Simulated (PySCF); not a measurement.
Si(OH)2(OMe)(SeH), CH6O3SeSi, SMILES CO[Si](O)(O)[SeH] at its CAM-B3LYP/def2-SVP optimised geometry (Å):

```
12

C      0.6751    -2.1637    -1.7454
O      0.9492    -1.5607    -0.5046
Si     0.4941    -0.0649     0.0000
O      0.9988     1.1657    -0.9667
O      1.2025     0.1886     1.4618
Se    -1.7762    -0.0649     0.0000
H     -0.4094    -2.2349    -1.9355
H      1.1324    -1.5995    -2.5753
H      1.0947    -3.1800    -1.7424
H      1.8453     1.5607    -0.7258
H      1.1096    -0.4911     2.1373
H     -1.8453     1.4011     0.0000
```

Level of theory: CAM-B3LYP/def2-TZVP run with PySCF. Cells within 0.4 Å of a nucleus heavier than hydrogen are left out (blank, or x).

Map of the deformation density (molecule minus spherical neutral atoms) (e/bohr³) on the plane z = 0.0 Å:

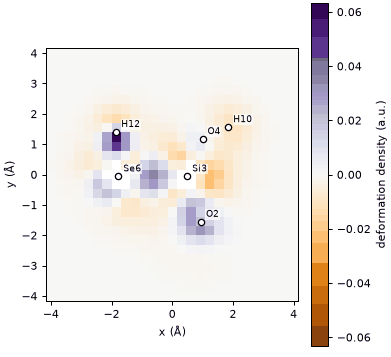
Figure. Deformation density (molecule minus spherical neutral atoms) (e/bohr³) on the plane z = 0.0 Å.
